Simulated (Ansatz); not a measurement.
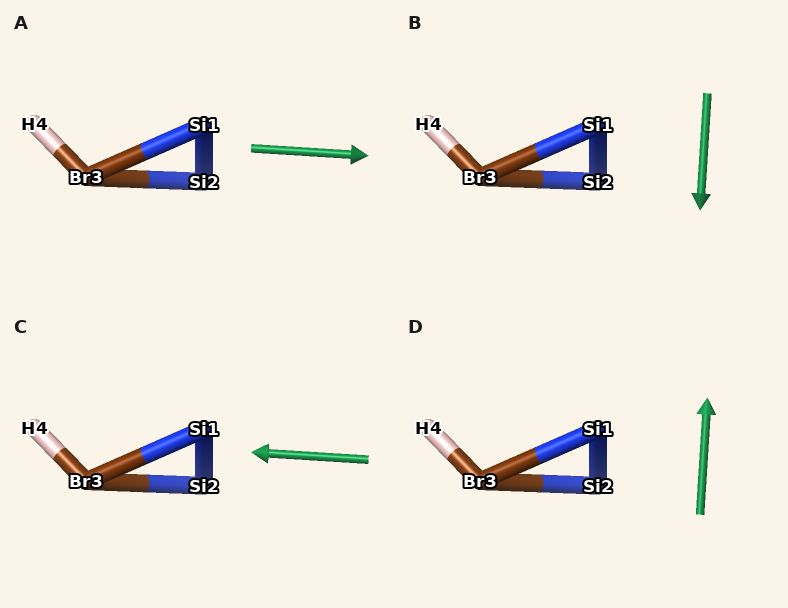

The same molecule four times, each with an arrow. The geometry was computed by an optimisation with PBE-D4/def2-SVP. No frequency run is at hand to confirm it as a minimum. Method: RKS PBE-D4/def2-SVP (Ansatz 0.2.0).

Which arrow points along the dipole moment, from the negative to the positive end?

Answer. C. The dipole moment is 2.34 D; it points from the side of Si1, Si2 to the side of H4 (the outermost atoms at the two ends).
